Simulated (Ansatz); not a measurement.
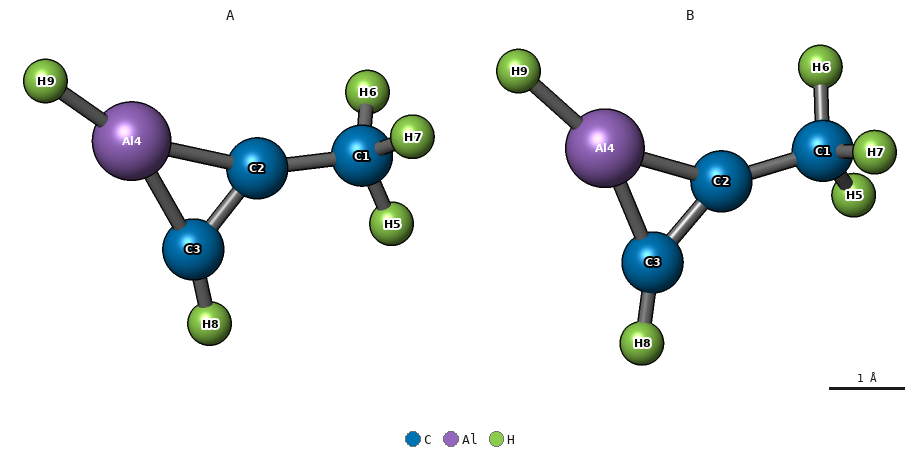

Two geometries of C3H5Al (coarse preliminary run), drawn at one scale. One is the start of a relaxation, the other its converged end. Style: ball-and-stick. Shown at a tilt.

All numbers below come from RKS PBE-D4/def2-SVP in Ansatz. Settings: force threshold 0.03 eV/Å; at most 200 steps.

Which one is relaxed?

Structure A is the relaxed one. The start comes from a force field. The energy falls by 79.4 kJ/mol in 8 accepted moves (9 points after the start). Largest force component: 4.3 eV/Å at the start, 0.017 eV/Å at the end. The line search rejected the trial step at point 4 of the run. The largest move after the best rigid fit is that of H8, 0.61 Å. By element the largest moves are H 0.61 Å, Al 0.24 Å, C 0.22 Å. Near-neighbour distances that change, for instance: C2–Al4 1.790 → 1.890 Å, C3–Al4 1.787 → 1.872 Å, Al4–H9 1.668 → 1.587 Å, C1–H6 1.185 → 1.110 Å. Among the angles between lasting bonds that change: C2–C3–H8 146.3° → 126.9°, Al4–C3–H8 145.8° → 164.1°, C1–C2–C3 146.0° → 130.9°. Groups turn about C1–C2 by about 25°.
